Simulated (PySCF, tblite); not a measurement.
# C₄H₃F₅O: dynamics, then NMR shifts on frames, part 2 of 2

tblite 0.8.0 and PySCF 2.14.0. Atoms count from 0.

**4. NMR shieldings: 425 fs, PBE0/pcSseg-1**

Job settings and geometry (Å):

```
{"job": {"kind": "nmr", "xc": "PBE0", "basis": "pcSseg-1", "pop": false}, "charge": 0, "multiplicity": 1}
F     -0.897700     1.734300     1.045700
C     -1.437600     0.754100     0.333600
C     -1.910700    -0.489200     1.071700
C     -0.745300    -0.546200     0.109300
F     -0.984500    -1.162900    -1.094000
O      0.387100    -0.942000     0.725900
C      1.542600    -0.386800     0.215300
F      1.858500    -0.961300    -0.962500
F      2.553900    -0.743300     1.063000
F      1.515600     0.916700     0.107100
H     -2.013700     1.035000    -0.503800
H     -2.832800    -0.932300     0.765900
H     -1.702900    -0.501600     2.131100
```

Level: GIAO PBE0/pcSseg-1 NMR shielding, non-relativistic, gas phase.

The log of the run:

```text
coarse grid: 12720 points
cycle   1  E = -727.4950326316  dE =  2.023e+00  |g| = 1.200e+00  |ddm| = 3.272e+00
cycle   2  E = -727.2354572200  dE =  2.596e-01  |g| = 1.804e+00  |ddm| = 1.516e+00
cycle   3  E = -727.7366405311  dE = -5.012e-01  |g| = 7.824e-02  |ddm| = 9.351e-01
cycle   4  E = -727.7370893182  dE = -4.488e-04  |g| = 6.066e-02  |ddm| = 7.375e-02
cycle   5  E = -727.7376644804  dE = -5.752e-04  |g| = 9.299e-03  |ddm| = 3.713e-02
cycle   6  E = -727.7376767541  dE = -1.227e-05  |g| = 3.339e-03  |ddm| = 7.268e-03
cycle   7  E = -727.7376786419  dE = -1.888e-06  |g| = 6.637e-04  |ddm| = 2.402e-03
final grid: 130176 points
cycle   8  E = -727.8381404446  dE = -6.013e-05  |g| = 1.115e-02  |ddm| = 2.935e-02
cycle   9  E = -727.8381198435  dE =  2.060e-05  |g| = 1.595e-02  |ddm| = 1.505e-02
cycle  10  E = -727.8381623366  dE = -4.249e-05  |g| = 8.136e-04  |ddm| = 8.612e-03
cycle  11  E = -727.8381624379  dE = -1.014e-07  |g| = 3.358e-04  |ddm| = 7.427e-04
cycle  12  E = -727.8381624544  dE = -1.649e-08  |g| = 9.277e-05  |ddm| = 2.094e-04
cycle  13  E = -727.8381624556  dE = -1.166e-09  |g| = 2.132e-05  |ddm| = 6.132e-05
cycle  14  E = -727.8381624557  dE = -6.594e-11  |g| = 6.691e-06  |ddm| = 1.722e-05
converged SCF energy = -727.8381624557

GIAO shielding tensors (ppm)
atom      isotropic    diamagn.    paramagn.     s11        s22        s33       span
  0 F      414.042     471.481     -57.439    387.558    414.488    440.080     52.523
  1 C      111.001     243.948    -132.948     70.619     89.411    172.972    102.354
  2 C      163.575     259.616     -96.040    138.474    153.796    198.456     59.982
  3 C       87.858     240.132    -152.275     61.681     64.900    136.992     75.311
  4 F      320.998     474.572    -153.574    205.371    343.081    414.541    209.170
  5 O      172.243     397.070    -224.827    120.025    185.370    211.335     91.309
  6 C       50.964     236.516    -185.552     47.507     51.792     53.593      6.086
  7 F      228.783     471.813    -243.030    158.339    182.407    345.605    187.266
  8 F      226.128     469.203    -243.075    146.785    171.362    360.237    213.452
  9 F      254.616     473.390    -218.775    196.884    230.076    336.887    140.003
 10 H       27.630      29.987      -2.358     23.342     27.588     31.959      8.617
 11 H       30.600      30.523       0.078     25.759     27.214     38.829     13.070
 12 H       30.325      30.731      -0.407     25.429     28.329     37.216     11.788
```

Wall time 23 s (1 thread of Arm Neoverse V1, shared host); peak memory 0.92 GiB.

In short: δ C6 136.0, C3 99.1, C1 75.9, C2 23.3, H10 4.09, H12 1.39 ppm.

**5. Shielding tensors: 625 fs, PBE0/pcSseg-1**

Job settings and geometry (Å):

```
{"job": {"kind": "nmr", "xc": "PBE0", "basis": "pcSseg-1", "pop": false}, "charge": 0, "multiplicity": 1}
F     -0.813600     1.626700     1.424200
C     -1.402400     0.907700     0.414100
C     -2.225600    -0.249700     0.775700
C     -0.957300    -0.457800     0.025600
F     -1.003300    -0.728000    -1.344800
O      0.050800    -1.164600     0.684500
C      1.342600    -0.885100     0.492000
F      1.687300    -1.175200    -0.793900
F      2.094300    -1.611300     1.259500
F      1.664600     0.397100     0.741300
H     -1.697200     1.592700    -0.411700
H     -3.197100    -0.427600     0.352600
H     -2.166100    -0.639600     1.779700
```

With the program's defaults for keys left out, this is: GIAO PBE0/pcSseg-1 NMR shielding, non-relativistic, gas phase.

The log of the run:

```text
coarse grid: 12720 points
cycle   1  E = -727.4977999939  dE =  1.980e+00  |g| = 1.196e+00  |ddm| = 3.240e+00
cycle   2  E = -727.2599113601  dE =  2.379e-01  |g| = 1.767e+00  |ddm| = 1.521e+00
cycle   3  E = -727.7353291526  dE = -4.754e-01  |g| = 1.007e-01  |ddm| = 9.500e-01
cycle   4  E = -727.7363156620  dE = -9.865e-04  |g| = 6.871e-02  |ddm| = 9.554e-02
cycle   5  E = -727.7370920420  dE = -7.764e-04  |g| = 9.923e-03  |ddm| = 4.583e-02
cycle   6  E = -727.7371060217  dE = -1.398e-05  |g| = 3.316e-03  |ddm| = 7.588e-03
cycle   7  E = -727.7371080319  dE = -2.010e-06  |g| = 7.385e-04  |ddm| = 2.495e-03
final grid: 130176 points
cycle   8  E = -727.8398731677  dE = -5.964e-05  |g| = 1.137e-02  |ddm| = 2.606e-02
cycle   9  E = -727.8398497937  dE =  2.337e-05  |g| = 1.658e-02  |ddm| = 1.586e-02
cycle  10  E = -727.8398959426  dE = -4.615e-05  |g| = 8.861e-04  |ddm| = 9.159e-03
cycle  11  E = -727.8398960490  dE = -1.065e-07  |g| = 3.890e-04  |ddm| = 7.687e-04
cycle  12  E = -727.8398960700  dE = -2.099e-08  |g| = 8.071e-05  |ddm| = 2.208e-04
cycle  13  E = -727.8398960710  dE = -9.977e-10  |g| = 2.083e-05  |ddm| = 6.245e-05
converged SCF energy = -727.8398960710

GIAO shielding tensors (ppm)
atom      isotropic    diamagn.    paramagn.     s11        s22        s33       span
  0 F      391.662     471.938     -80.277    360.157    387.026    427.802     67.646
  1 C      106.751     243.384    -136.632     58.710     84.563    176.981    118.270
  2 C      165.468     260.928     -95.460    142.507    158.130    195.766     53.259
  3 C       78.643     238.295    -159.653     45.322     60.125    130.481     85.159
  4 F      309.866     474.764    -164.898    177.420    337.733    414.444    237.024
  5 O      182.533     396.586    -214.053    135.381    189.593    222.624     87.244
  6 C       55.741     236.615    -180.875     50.707     57.542     58.974      8.267
  7 F      225.824     473.681    -247.858    146.551    174.660    356.260    209.709
  8 F      253.409     466.692    -213.283    201.781    222.009    336.436    134.655
  9 F      241.933     474.965    -233.033    164.885    203.813    357.100    192.215
 10 H       26.033      28.424      -2.391     21.586     25.993     30.522      8.936
 11 H       29.743      29.715       0.028     25.232     26.165     37.832     12.600
 12 H       29.945      30.434      -0.488     24.979     28.361     36.495     11.516
```

Run time: 21 s. Hardware: 1 thread of Arm Neoverse V1, shared host; peak memory 0.92 GiB.

This run: δ C6 131.2, C3 108.3, C1 80.2, C2 21.5, H10 5.68, H11 1.97 ppm.

**6. Shielding tensors: 800 fs, PBE0/pcSseg-1**

Job settings and geometry (Å):

```
{"job": {"kind": "nmr", "xc": "PBE0", "basis": "pcSseg-1", "pop": false}, "charge": 0, "multiplicity": 1}
F     -0.709300     1.511000     1.563400
C     -1.231500     1.148300     0.407700
C     -2.326000     0.094400     0.461500
C     -0.994300    -0.323100    -0.051400
F     -0.962900    -0.502200    -1.473700
O     -0.155100    -1.178100     0.564300
C      1.149700    -0.948700     0.393200
F      1.593900    -1.159500    -0.829600
F      1.800300    -1.738400     1.233100
F      1.483400     0.287900     0.756300
H     -1.258800     1.947000    -0.300700
H     -3.064900     0.083200    -0.270000
H     -2.676700    -0.075600     1.443200
```

Level: GIAO PBE0/pcSseg-1 NMR shielding, non-relativistic, gas phase.

The log of the run:

```text
coarse grid: 12720 points
cycle   1  E = -727.4952424885  dE =  2.082e+00  |g| = 1.194e+00  |ddm| = 3.280e+00
cycle   2  E = -727.2623825275  dE =  2.329e-01  |g| = 1.755e+00  |ddm| = 1.486e+00
cycle   3  E = -727.7297972526  dE = -4.674e-01  |g| = 1.090e-01  |ddm| = 9.306e-01
cycle   4  E = -727.7310284661  dE = -1.231e-03  |g| = 7.059e-02  |ddm| = 1.023e-01
cycle   5  E = -727.7318316243  dE = -8.032e-04  |g| = 1.005e-02  |ddm| = 4.572e-02
cycle   6  E = -727.7318465554  dE = -1.493e-05  |g| = 3.468e-03  |ddm| = 8.180e-03
cycle   7  E = -727.7318486587  dE = -2.103e-06  |g| = 7.381e-04  |ddm| = 2.525e-03
final grid: 130176 points
cycle   8  E = -727.8324267767  dE = -6.254e-05  |g| = 1.019e-02  |ddm| = 2.877e-02
cycle   9  E = -727.8324105665  dE =  1.621e-05  |g| = 1.432e-02  |ddm| = 1.420e-02
cycle  10  E = -727.8324456236  dE = -3.506e-05  |g| = 9.055e-04  |ddm| = 7.993e-03
cycle  11  E = -727.8324457423  dE = -1.186e-07  |g| = 3.146e-04  |ddm| = 7.313e-04
cycle  12  E = -727.8324457556  dE = -1.332e-08  |g| = 8.568e-05  |ddm| = 1.832e-04
cycle  13  E = -727.8324457567  dE = -1.136e-09  |g| = 2.037e-05  |ddm| = 6.707e-05
cycle  14  E = -727.8324457568  dE = -6.798e-11  |g| = 6.913e-06  |ddm| = 1.502e-05
converged SCF energy = -727.8324457568

GIAO shielding tensors (ppm)
atom      isotropic    diamagn.    paramagn.     s11        s22        s33       span
  0 F      413.389     471.639     -58.250    389.250    412.426    438.491     49.241
  1 C      115.476     245.319    -129.843     66.991     87.681    191.754    124.763
  2 C      166.064     258.248     -92.184    147.400    157.202    193.591     46.192
  3 C       78.892     241.554    -162.662     37.616     58.346    140.713    103.097
  4 F      291.276     475.976    -184.700    142.669    320.529    410.630    267.961
  5 O      191.491     395.901    -204.410    148.090    196.425    229.958     81.868
  6 C       57.616     236.260    -178.644     54.249     57.360     61.240      6.991
  7 F      248.180     471.788    -223.608    186.727    216.351    341.462    154.735
  8 F      245.480     468.519    -223.039    183.586    200.726    352.128    168.542
  9 F      249.033     475.387    -226.354    177.454    215.086    354.560    177.106
 10 H       27.232      30.155      -2.923     22.820     26.456     32.421      9.600
 11 H       31.049      30.969       0.080     25.783     28.051     39.313     13.530
 12 H       30.451      30.447       0.004     25.903     27.725     37.725     11.823
```

It took 22 s on 1 thread of Arm Neoverse V1, shared host; peak memory 0.92 GiB.

This run: δ C6 129.3, C3 108.0, C1 71.4, C2 20.9, H10 4.48, H12 1.27 ppm.

**7. Shielding tensors: 1000 fs, PBE0/pcSseg-1**

Job settings and geometry (Å):

```
{"job": {"kind": "nmr", "xc": "PBE0", "basis": "pcSseg-1", "pop": false}, "charge": 0, "multiplicity": 1}
F     -0.653700     1.564300     1.366100
C     -1.424400     0.968900     0.441000
C     -2.328200    -0.201500     0.963600
C     -1.109900    -0.508400     0.141100
F     -1.316600    -0.822200    -1.186000
O     -0.117200    -1.260800     0.735400
C      1.171100    -1.033700     0.503400
F      1.523300    -1.779400    -0.611000
F      1.917400    -1.497800     1.508300
F      1.481100     0.227300     0.206600
H     -1.825900     1.618500    -0.415000
H     -3.313800    -0.341000     0.422100
H     -2.386200    -0.343400     2.030400
```

With the program's defaults for keys left out, this is: GIAO PBE0/pcSseg-1 NMR shielding, non-relativistic, gas phase.

The log of the run:

```text
coarse grid: 12720 points
cycle   1  E = -727.4870489109  dE =  1.816e+00  |g| = 1.199e+00  |ddm| = 3.223e+00
cycle   2  E = -727.2377499526  dE =  2.493e-01  |g| = 1.790e+00  |ddm| = 1.463e+00
cycle   3  E = -727.7275729062  dE = -4.898e-01  |g| = 9.248e-02  |ddm| = 9.055e-01
cycle   4  E = -727.7282725502  dE = -6.996e-04  |g| = 6.769e-02  |ddm| = 8.663e-02
cycle   5  E = -727.7290073154  dE = -7.348e-04  |g| = 9.460e-03  |ddm| = 4.179e-02
cycle   6  E = -727.7290201953  dE = -1.288e-05  |g| = 3.511e-03  |ddm| = 7.516e-03
cycle   7  E = -727.7290224275  dE = -2.232e-06  |g| = 7.100e-04  |ddm| = 2.542e-03
final grid: 130176 points
cycle   8  E = -727.8332141246  dE = -6.346e-05  |g| = 1.050e-02  |ddm| = 2.717e-02
cycle   9  E = -727.8331959345  dE =  1.819e-05  |g| = 1.502e-02  |ddm| = 1.404e-02
cycle  10  E = -727.8332332685  dE = -3.733e-05  |g| = 7.010e-04  |ddm| = 7.906e-03
cycle  11  E = -727.8332333241  dE = -5.556e-08  |g| = 4.114e-04  |ddm| = 6.287e-04
cycle  12  E = -727.8332333486  dE = -2.448e-08  |g| = 6.381e-05  |ddm| = 2.240e-04
cycle  13  E = -727.8332333492  dE = -5.834e-10  |g| = 2.202e-05  |ddm| = 5.094e-05
converged SCF energy = -727.8332333492

GIAO shielding tensors (ppm)
atom      isotropic    diamagn.    paramagn.     s11        s22        s33       span
  0 F      405.359     472.660     -67.302    375.026    390.006    451.044     76.018
  1 C      105.473     244.443    -138.969     61.759     78.248    176.412    114.653
  2 C      156.951     259.622    -102.671    135.096    147.021    188.737     53.641
  3 C       80.086     239.576    -159.490     49.708     63.229    127.322     77.614
  4 F      308.082     474.985    -166.903    185.606    332.014    406.625    221.019
  5 O      184.394     395.741    -211.347    142.277    204.169    206.737     64.460
  6 C       52.279     238.100    -185.821     49.367     51.922     55.549      6.182
  7 F      204.657     473.104    -268.447    117.660    137.868    358.442    240.782
  8 F      238.665     468.375    -229.710    170.571    198.972    346.453    175.882
  9 F      247.547     475.840    -228.293    174.170    223.736    344.736    170.565
 10 H       25.489      27.474      -1.986     21.263     24.982     30.221      8.958
 11 H       28.800      27.988       0.812     24.176     25.618     36.607     12.431
 12 H       29.568      30.017      -0.449     25.152     27.418     36.136     10.984
```

Wall time 22 s (1 thread of Arm Neoverse V1, shared host); peak memory 0.92 GiB.

Key values: δ C6 134.6, C3 106.8, C1 81.5, C2 30.0, H10 6.23, H11 2.92 ppm.

**8. Side by side: NMR shifts**

Shifts (ppm) of some atoms, chosen among heavy atoms and hydrogens apart, with basis size and wall time:

| frame | H10 | H11 | F8 | F7 | F4 | F0 | O5 | functions | time |
| --- | --- | --- | --- | --- | --- | --- | --- | --- | --- |
| 250 fs | 4.83 | 3.66 | -53.7 | -75.5 | -142.6 | -237.8 | 173.6 | 185 | 32 s |
| 425 fs | 4.09 | 1.12 | -55.2 | -57.8 | -150.1 | -243.1 | 163.8 | 185 | 23 s |
| 625 fs | 5.68 | 1.97 | -82.5 | -54.9 | -138.9 | -220.7 | 153.5 | 185 | 21 s |
| 800 fs | 4.48 | 0.67 | -74.5 | -77.2 | -120.3 | -242.4 | 144.6 | 185 | 22 s |
| 1000 fs | 6.23 | 2.92 | -67.7 | -33.7 | -137.1 | -234.4 | 151.7 | 185 | 22 s |

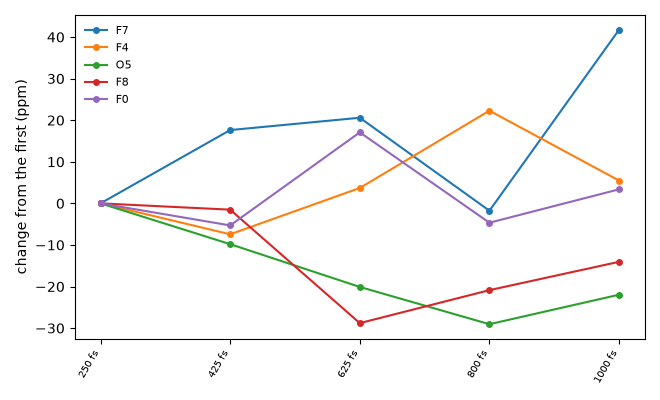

How five of the tabulated atoms move from run to run.

**9. Outcome**

What follows sums up all 2 parts.

```
                                        quantity                                    value
                                      thermostat                                    200 K
                   mean temperature, second half                                    206 K
         mean potential energy above the minimum                                  0.31 eV
  13C shifts against TMS (PBE0/pcSseg-1, 250 fs)             135.0, 112.8, 73.7, 26.4 ppm
   1H shifts against TMS (PBE0/pcSseg-1, 250 fs)                     4.83, 3.66, 2.54 ppm
19F shifts against CFCl3 (PBE0/pcSseg-1, 250 fs)  -53.7, -75.5, -76.0, -142.6, -237.8 ppm
  17O shifts against H2O (PBE0/pcSseg-1, 250 fs)                                173.6 ppm
           surface potential, 1st and 99th percentile                       -0.69 V and 1.41 V
                        range of the shift of F7                       -77.2 to -33.7 ppm
```

What this shows: In the second half the potential energy averages 0.31 eV above the minimum; equipartition over 33 harmonic modes at 200 K would give 0.28 eV. With 13 atoms the temperature swings widely (93 to 303 K). Shifts at one fixed geometry are not the observed spectrum, which averages over the motion. In the first frame run (250 fs): The largest span, 231 ppm, is at F4, where the paramagnetic term is -162 ppm. In ppm, F7 moves most: its shift spreads over 43.5 ppm, from -77.2 (800 fs) to -33.7 (1000 fs).
